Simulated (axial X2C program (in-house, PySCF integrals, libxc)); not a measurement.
# HfS⁻: properties at the nuclei

Wanted for HfS⁻: properties at the nuclei, at the two-component level.

Computed with an in-house X2C program for linear molecules on PySCF integrals. Level: two-component X2C with atomic mean-field terms, Hf dyall-acv3z, S dyall-av3z.

All values are calculated.

## 1. Input

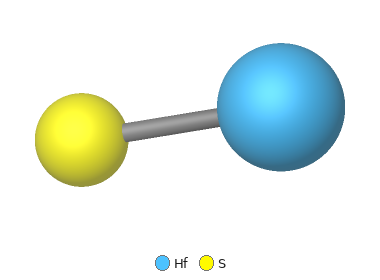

The two atoms at 2.220 Å (hafnium blue, sulfur yellow).

File task.json:

```json
{"zs": [72, 16], "q": -1, "bas": ["dyall-acv3z", "dyall-av3z"], "r0": 2.22, "levels": ["PBE0", "HF", "PBE50", "B3LYP", "r2SCAN"], "nst": 3}
```

Keys: zs atomic numbers; q charge; bas basis sets; r0 starting distance in Å; levels methods (HF also brings MP2); nst determinants followed.

Launch:

```
$ python soeom.py task.json out
```

The runs that follow: Expectation values, lowest determinant; Expectation values, a higher determinant; Expectation values, a higher determinant.

**Question.** What will these runs give? Wanted: lowest determinant; Eeff magnitude; Ws magnitude Hf; A∥/gI Hf; qzz Hf; higher determinant (for each run or level that gives them).

**Answer**, as computed:

```
                                        quantity                                    value
                              lowest determinant  Ω = 3/2 (excess of +ω over −ω: ω = 3/2)
                    Eeff magnitude (GV/cm), PBE0                                     10.3
                     Ws magnitude Hf (kHz), PBE0                                      7.1
                            A∥/gI Hf (MHz), PBE0                                     96.4
                             qzz Hf (a.u.), PBE0                                    -4.15
                              higher determinant  Ω = 1/2 (excess of +ω over −ω: ω = 1/2)
Eeff magnitude (GV/cm), PBE0, higher determinant                                     5.23
 Ws magnitude Hf (kHz), PBE0, higher determinant                                     11.7
        A∥/gI Hf (MHz), PBE0, higher determinant                                     1780
         qzz Hf (a.u.), PBE0, higher determinant                                    -6.57
                              higher determinant  Ω = 5/2 (excess of +ω over −ω: ω = 5/2)
Eeff magnitude (GV/cm), PBE0, higher determinant                                     9.18
 Ws magnitude Hf (kHz), PBE0, higher determinant                                     3.56
        A∥/gI Hf (MHz), PBE0, higher determinant                                      503
         qzz Hf (a.u.), PBE0, higher determinant                                    -4.44
```

What this shows: In the first state, the effective field runs from 6.14 to 46.8 GV/cm over the mean-field levels, so the levels don't agree on it. The expectation values come from single determinants, which for open shells can mix terms of unlike spin or miss the lowest Ω, so a determinant need not be a state. Eeff is the effective electric field on the electron dipole moment in this Ω state and Ws the scalar–pseudoscalar constant (defined with the proton number Z and per Ω); A∥ is the parallel hyperfine constant, which follows by multiplying with the nuclear g factor gI = μI/(I μN); qzz is the electric field gradient, eQq0 = 234.96 MHz × Q/barn × qzz. The operators were transformed with the bare-nucleus X2C matrices.
